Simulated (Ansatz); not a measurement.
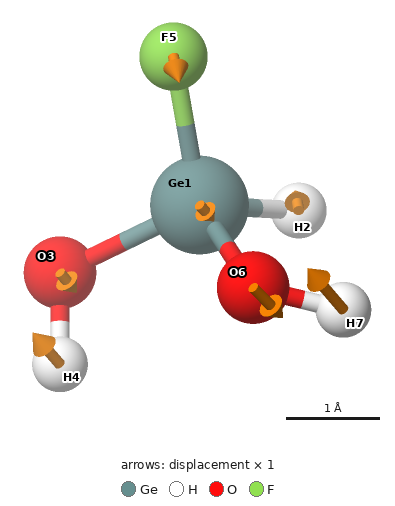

A relaxation of GeH3O2F. The starting structure is drawn; orange arrows show the displacements, at their true length. The two geometries are superimposed by the best rigid fit.

Style: ball-and-stick. Shown at a tilt.

The run prepares the start of a later molecular dynamics calculation, from a guessed geometry.

These are results of Ansatz 0.2.0, RKS PBE/def2-SVP, not measurements.

Input
```yaml
crystal:
  periodic: [false, false, false]
  atoms:
    - { symbol: Ge, position_ang: [0.0, 0.0, 0.0] }
    - { symbol: H, position_ang: [0.0, 0.0, 1.55] }
    - { symbol: O, position_ang: [1.6691, 0.0, -0.5894] }
    - { symbol: H, position_ang: [1.9855, -0.9521, -0.7061] }
    - { symbol: F, position_ang: [-0.7913, 1.3709, -0.5594] }
    - { symbol: O, position_ang: [-0.8337, -1.4443, -0.5894] }
    - { symbol: H, position_ang: [-1.2883, -1.91, 0.183] }
basis:
  gaussian: { orbitals: def2-SVP }
hamiltonian:
  xc: pbe
relax:
  f_tol: 0.02
  max_steps: 40
output:
  orbitals: {}
```

Launched with:
```bash
ansatz run input.yaml --threads 1 --pin off --max-ram 2048MiB --backend cpu --events-out ev --progress --plain --runs-dir out
```

> What did the optimiser do to the structure, and how much energy did it gain?

The largest move after the best rigid fit is that of H7, 0.79 Å. By element the largest moves are H 0.79 Å, O 0.59 Å, F 0.38 Å, Ge 0.31 Å. Among the contacts that change: Ge1–F5 1.679 → 1.760 Å, O3–H4 1.010 → 0.977 Å, Ge1–O6 1.769 → 1.784 Å, Ge1–H2 1.550 → 1.536 Å. Among the angles between lasting bonds that change: H2–Ge1–O6 109.5° → 116.3°, F5–Ge1–O6 109.5° → 104.2°. Groups turn about Ge1–O6 by about 95°, Ge1–O3 by about 75°. Over 12 accepted moves (15 points after the start) the energy falls by 0.302 eV. Largest force component: 1.8 eV/Å at the start, 0.014 eV/Å at the end. The line search rejected the trial steps at points 6, 10, 13 of the run.
